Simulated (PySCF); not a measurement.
C5H12Ge2···H2O (SMILES C=[C]1[GeH2][GeH2][C]1(C)C.O)

| atom | x (Å) | y (Å) | z (Å) |
| --- | --- | --- | --- |
| C | 1.4684 | 1.4292 | -1.0383 |
| C | 0.3812 | 0.9274 | -0.4784 |
| Ge | -1.3617 | 1.7950 | -0.0955 |
| Ge | -1.3338 | -0.1033 | 1.3694 |
| C | 0.2646 | -0.4463 | 0.1531 |
| C | 1.5354 | -0.9559 | 0.8134 |
| C | -0.1818 | -1.4185 | -0.9377 |
| H | 2.4007 | 0.8862 | -1.1179 |
| H | 1.4658 | 2.4173 | -1.4739 |
| H | -2.2976 | 1.7561 | -1.3056 |
| H | -1.2944 | 3.2793 | 0.2228 |
| H | -1.0999 | -0.0530 | 2.8678 |
| H | -2.3844 | -1.2123 | 1.2218 |
| H | 1.3544 | -1.9390 | 1.2465 |
| H | 1.8513 | -0.2865 | 1.6120 |
| H | 2.3497 | -1.0493 | 0.0941 |
| H | -1.0846 | -1.0486 | -1.4273 |
| H | 0.5944 | -1.5300 | -1.6960 |
| H | -0.3980 | -2.3987 | -0.5123 |
| O | 0.4134 | 2.0927 | 2.1464 |
| H | 1.2295 | 2.0865 | 1.6400 |
| H | 0.5219 | 2.6882 | 2.8895 |

Geometry: GFN2-xTB.

Theory: PBE0-D3(BJ)/def2-SVPD, SCF density, gas phase in PySCF.

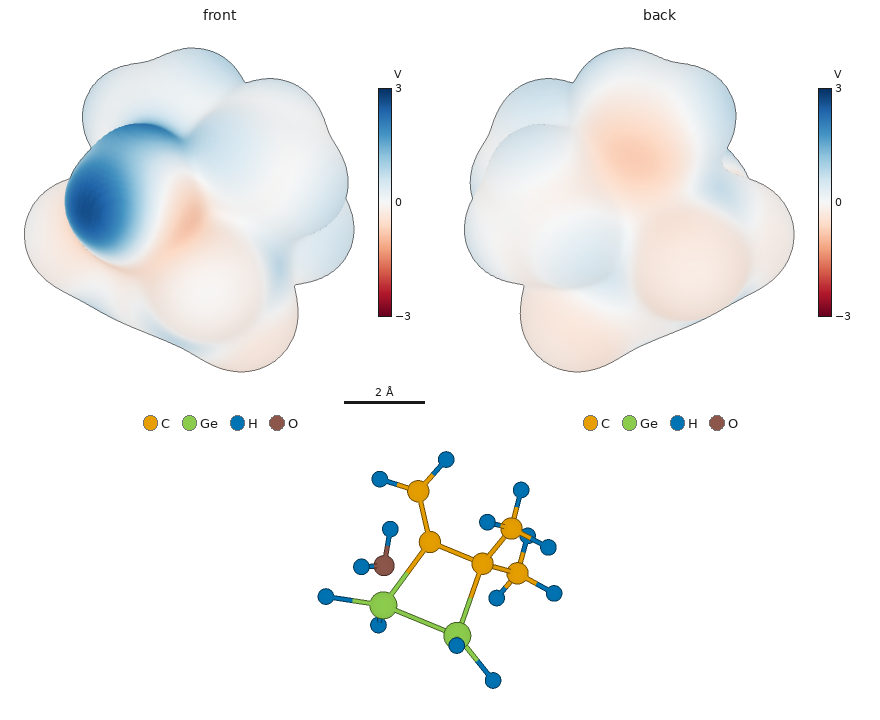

Figure 1. The electrostatic potential painted on the density surface at 0.002 e/bohr³, seen from the front and from behind; red is negative and blue positive. The bare structure is drawn below in the same view.

Question: Which sites attract a positive test charge, and which a negative one?

Answer: A positive charge is drawn to the negative regions and a negative charge to the positive ones. The most negative region (about −0.8 V) lies over C1, C2 and O20, the most positive (about +2.5 V) over H22.

Question: How polar is the complex by this calculation?

Answer: Its dipole moment is 2.46 D.

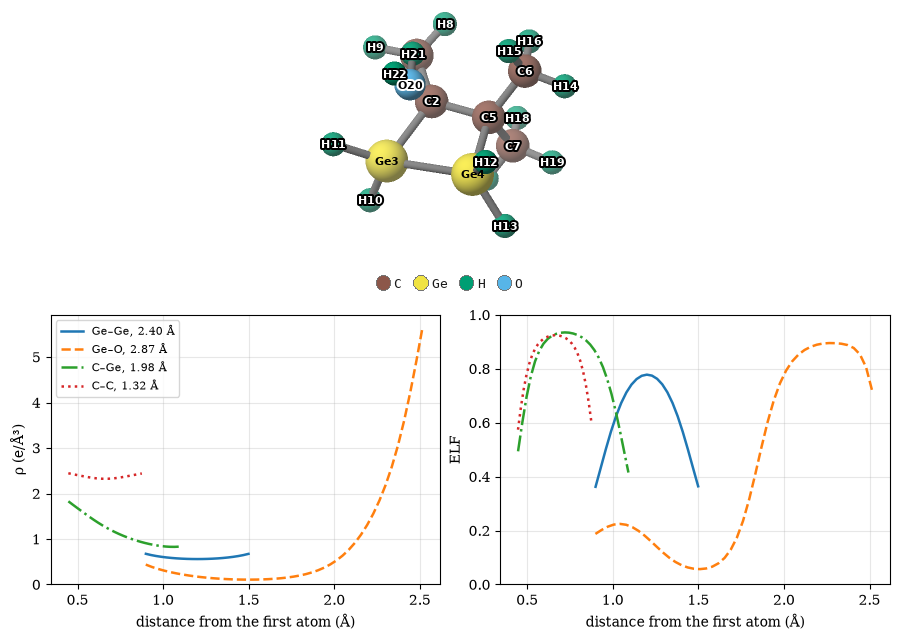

Figure 2. Total electron density and ELF along straight lines between neighbouring atoms. The curves leave out the atomic cores. The structure is drawn too.

Question: Compare the contacts.

Answer: Ge–Ge (2.40 Å): the density is about 0.56 e/Å³ at the midpoint; the ELF peaks at about 0.80 between the atoms, as expected for a shared electron pair.
Ge3···O20 (2.87 Å): the density falls to about 0.11 e/Å³ on the way; the ELF dips to about 0.05 between them.
C–Ge (1.98 Å): ρ at the midpoint is about 0.84 e/Å³; the ELF peaks at about 0.95 in the valence shell of C, 0.7 Å from its nucleus, and is about 0.70 at the midpoint.
C–C (1.32 Å): ρ at the midpoint is about 2.3 e/Å³; the ELF peaks at about 0.90 between the atoms; a short, multiple covalent bond.
